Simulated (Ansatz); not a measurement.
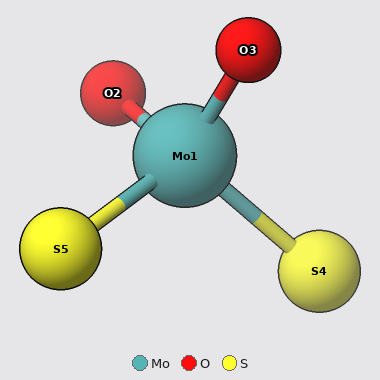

The system is [MoO2S2]2-, charge −2; the picture shows the reference structure. 
- The first coordinate is: bond length Mo1–O3; the second: angle O3–Mo1–O2.
- Nothing is relaxed (all other coordinates rigid).
- The scan uses a 7 × 7 grid.
- Points are written as (first, second).
- All energies are given in kJ/mol relative to the lowest grid point.
- The calculation used RKS PBE0-D4/def2-SVPD (Ansatz).

Its coordinates:

```tsv
atom	x (Å)	y (Å)	z (Å)
Mo	0.0814	-0.0003	0.0568
O	0.1129	-0.0156	1.7796
O	1.7099	0.0077	-0.5061
S	-0.9556	1.8775	-0.6485
S	-0.9485	-1.8693	-0.6817
```

Range: bond length Mo1–O3 from 1.516 to 2.154 Å; angle O3–Mo1–O2 from 63 to 153°.

What will the energy surface look like?

The lowest grid point is at (1.729 Å, 108°). It is the only kind of minimum in the scanned range. The highest grid point, (1.516 Å, 63°), lies 668 kJ/mol above the lowest. Round the minimum the two coordinates are nearly uncoupled.

| angle O3–Mo1–O2 ↓, bond length Mo1–O3 → | 1.516 | 1.623 | 1.729 | 1.835 | 1.941 | 2.048 | 2.154 |
| --- | --- | --- | --- | --- | --- | --- | --- |
| 153 | 439 | 310 | 263 | 265 | 294 | 337 | 385 |
| 138 | 272 | 156 | 121 | 134 | 172 | 224 | 280 |
| 123 | 166 | 58 | 31 | 50 | 95 | 152 | 213 |
| 108 | 129 | 25 | 0 | 21 | 68 | 126 | 189 |
| 93 | 169 | 63 | 36 | 54 | 97 | 153 | 212 |
| 78 | 318 | 204 | 167 | 173 | 204 | 248 | 296 |
| 63 | 668 | 544 | 487 | 464 | 458 | 462 | 473 |

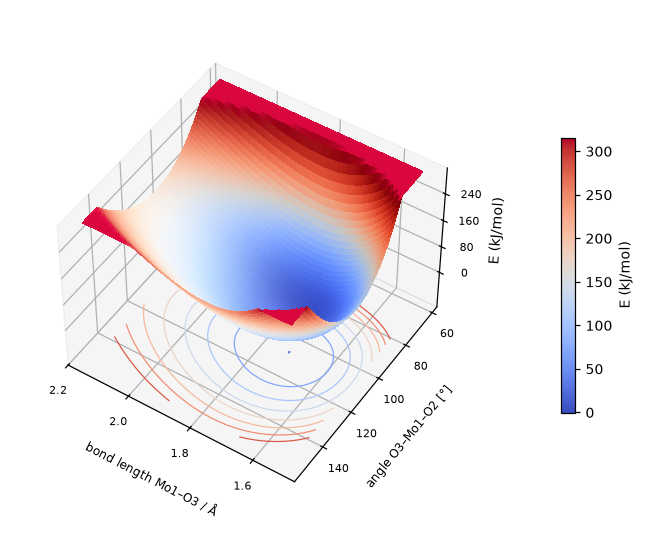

The picture shows a relief with its contours projected below, any walls above the top of the colour scale cut off. Between grid points the surface is interpolated.

Each point was launched as `ansatz run input.yaml --threads 1 --pin off --max-ram 2560MiB --backend cpu --events-out ev --progress --plain --runs-dir out`. Time for the 49 points that were run: 8 min on 1 thread of Arm Neoverse V2, with other jobs on the host.
